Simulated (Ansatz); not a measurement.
# C₄H₄Cl₂F₆O₂Si (SMILES FC(F)(F)CO[Si](Cl)(Cl)OCC(F)(F)F): what the fields show

Input file:

```
crystal:
  periodic: [false, false, false]
  atoms:
    - {symbol: F, position_ang: [0.073145, 2.307683, 2.581348]}
    - {symbol: C, position_ang: [-0.650605, 1.308516, 2.068237]}
    - {symbol: F, position_ang: [0.025370, 0.169875, 2.260207]}
    - {symbol: F, position_ang: [-1.786007, 1.222482, 2.758977]}
    - {symbol: C, position_ang: [-0.898616, 1.568092, 0.597697]}
    - {symbol: O, position_ang: [-1.653562, 0.508564, 0.074554]}
    - {symbol: Si, position_ang: [-1.434396, -0.188415, -1.373552]}
    - {symbol: Cl, position_ang: [-2.754638, -1.716020, -1.437469]}
    - {symbol: Cl, position_ang: [-1.749251, 1.119720, -2.880301]}
    - {symbol: O, position_ang: [0.089046, -0.710441, -1.568894]}
    - {symbol: C, position_ang: [0.772649, -1.584122, -0.711099]}
    - {symbol: C, position_ang: [2.200926, -1.104145, -0.566145]}
    - {symbol: F, position_ang: [2.256168, 0.128047, -0.047405]}
    - {symbol: F, position_ang: [2.866113, -1.924672, 0.252126]}
    - {symbol: F, position_ang: [2.839907, -1.076760, -1.734259]}
    - {symbol: H, position_ang: [-1.447691, 2.508916, 0.509258]}
    - {symbol: H, position_ang: [0.076867, 1.675031, 0.113992]}
    - {symbol: H, position_ang: [0.336310, -1.624466, 0.291381]}
    - {symbol: H, position_ang: [0.796665, -2.592283, -1.132355]}
basis:
  gaussian: {orbitals: def2-TZVPP}
hamiltonian: {xc: pbe0, dispersion: d4}
output: {orbitals: {seedname: orbitals}}
```

Run with:

```sh
ansatz run in.yaml --threads 11 --pin off --events-out ev --progress --plain --max-ram 174080MiB --backend cuda --devices 0, --max-vram 75GiB
```

Geometry: PBE0-D4/def2-TZVP.

All numbers below come from Ansatz 0.2.0, RKS PBE0-D4/def2-TZVPP.

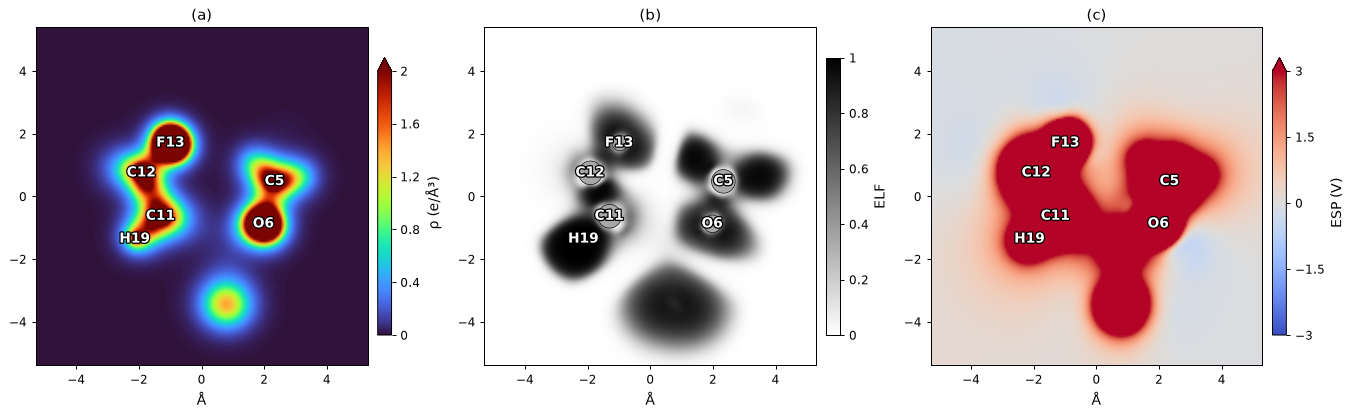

Figure 1. (a) electron density; (b) ELF; (c) molecular electrostatic potential on the plane of atoms C12, C11 and H19. Grey discs cover the atomic cores in the ELF map.

### Interpret the plot.

Atoms in the plane: C, O, F and H.
C–F (1.34 Å): ρ at the midpoint is about 2.4 e/Å³; the ELF peaks at about 0.85 between the atoms (a shared but strongly polarised pair).
C–O (1.40 Å): the density is about 2.1 e/Å³ at the midpoint, with its minimum of 1.8 e/Å³ about 0.5 Å from C; the ELF peaks at about 0.85 between the atoms: a polar covalent bond.
C–C (1.51 Å): the density is about 1.8 e/Å³ at the midpoint; the ELF peaks at about 1 between the atoms (a covalent bond).
C–H (1.09 Å): the density is about 2.1 e/Å³ at the midpoint; the ELF climbs to about 1 towards the hydrogen, as it does in any bond to H (an ordinary covalent bond to hydrogen).
The ELF also peaks beside Cl8, O6 and F13, away from the bonds: lone-pair regions.
Outside the dense part of the molecule the potential is most negative (−0.5 V) near O6.

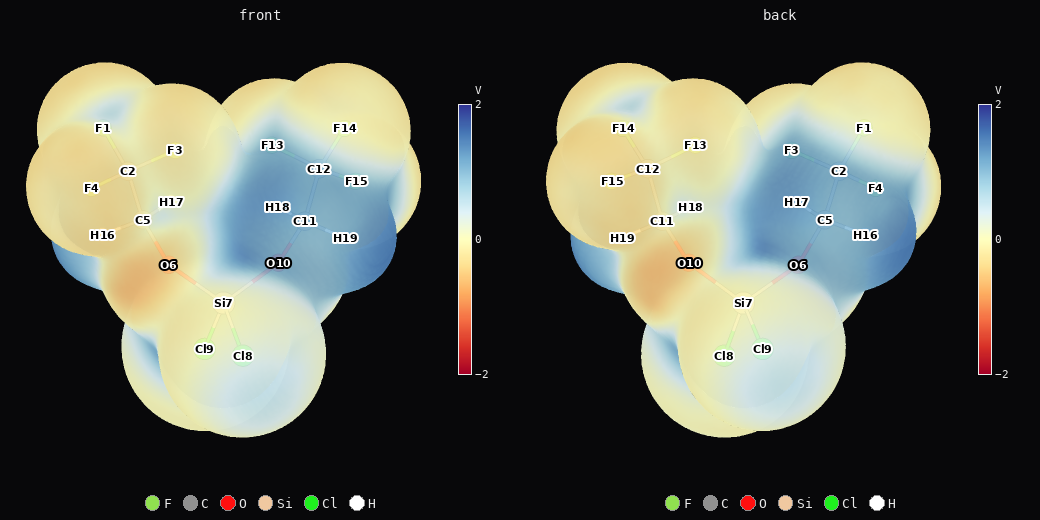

Figure 2. The electrostatic potential painted on the density surface at 0.002 e/bohr³, seen from the front and from behind; red is negative and blue positive.

### Where is the surface potential most negative and most positive?

The most negative region (about −0.6 V) lies over O6 and O10, the most positive (about +1.5 V) over Si7, H16 and H19. Cl8 shows a σ-hole: about +0.6 V at the tip opposite its bond, against about 0.0 V on its flanks. Cl9 shows a σ-hole: about +0.6 V at the tip opposite its bond, against about +0.1 V on its flanks.

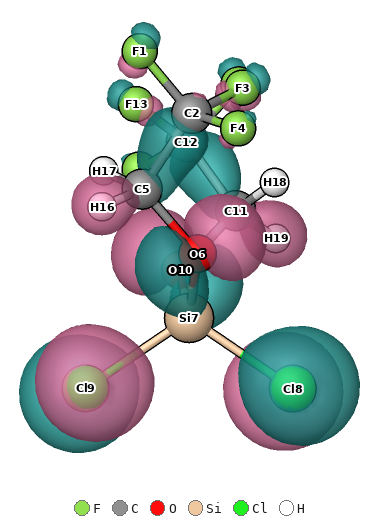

Figure 3. The HOMO−1 at ±0.1 Å⁻³ᐟ² (teal and pink are the two phases), seen at an oblique angle.

### Describe this orbital and give its energy.

It lies mainly on Cl8 (about 25 %), Cl9 (about 25 %), O10 (about 15 %) and O6 (about 15 %); largely a combination of lone pairs on Cl8, Cl9, O10 and O6. Its energy is −9.68 eV.
